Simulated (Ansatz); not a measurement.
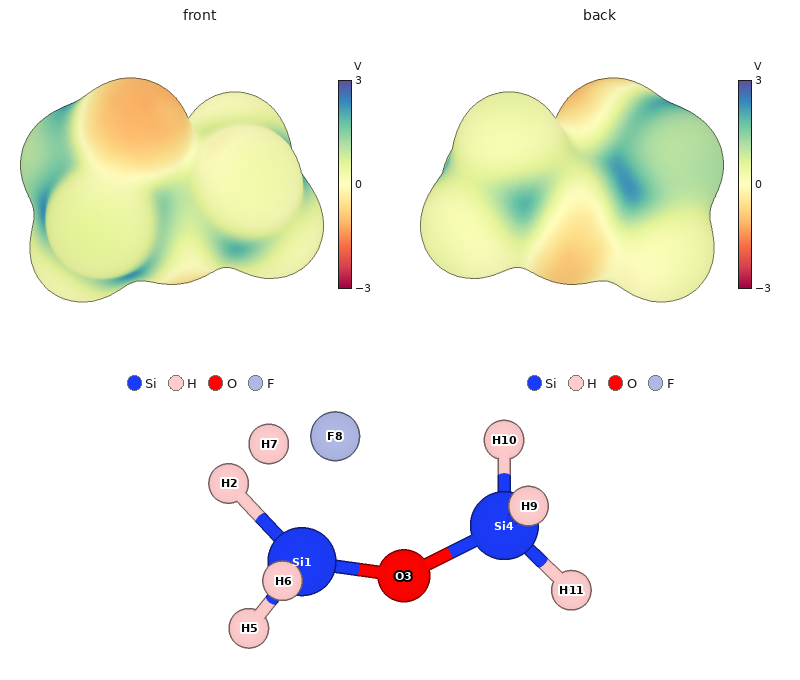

Figure. H$_{6}$OSi$_{2}$···H···F. The molecular electrostatic potential painted on the density surface at 0.004 e/bohr³, seen from the front and from behind; the colour scale runs from red (negative) to blue (positive). The bare structure is drawn below in the same view.

A transition-state structure; geometry: PBE0-D4/def2-TZVP.

All numbers below come from RKS PBE0-D4/def2-TZVPP in Ansatz 0.2.0.

```xyz
11

Si   -0.6931    0.7555   -0.7653
H     0.4818    1.7746   -1.4545
O    -0.3644   -0.7719   -0.3348
Si    0.3725   -1.5704    0.9094
H    -1.1609    0.5813   -2.1665
H    -1.7334    1.5197   -0.0521
H     0.7608    1.7904   -0.5290
F     0.5902    1.4016    0.6006
H    -0.1164   -1.0714    2.2179
H     1.8435   -1.4072    0.8171
H     0.0192   -3.0024    0.7572
```

Q: Describe the electrostatic potential map.

A: The most negative region (about −1.1 V, or −25 kcal/mol for a unit charge) lies over F8, the most positive (about +2.3 V, or +53 kcal/mol for a unit charge) over Si1 and Si4.
